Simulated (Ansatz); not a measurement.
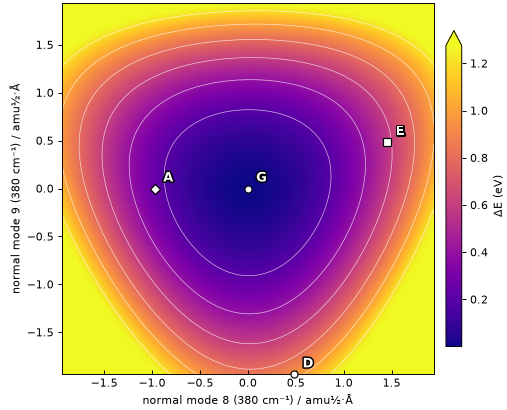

Cl3ISn, SMILES [Cl][Sn]([Cl])([Cl])[I]. Coordinates scanned: (1) normal mode 8 (380 cm⁻¹); (2) normal mode 9 (380 cm⁻¹). Nothing is relaxed (straight displacements along the two mass-weighted modes). The grid has 9 × 9 points. Points are written as (first, second). Energies are in eV, from the lowest grid point. Computed with Ansatz 0.2.0, RKS PBE-D4/def2-SVP.

The picture shows a smooth colour map with a few white contour lines, one colour for all values above the top of the scale, lettered points. Between grid points the surface is interpolated.

**Is E the lowest point of the computed grid?**

No. E lies 0.57 eV above the lowest grid point, which is at (0.00 amu½·Å, 0.00 amu½·Å).

**Rank the lettered points by energy, lowest first.**

G (0.00 eV), A (0.25 eV), E (0.57 eV), D (0.95 eV).
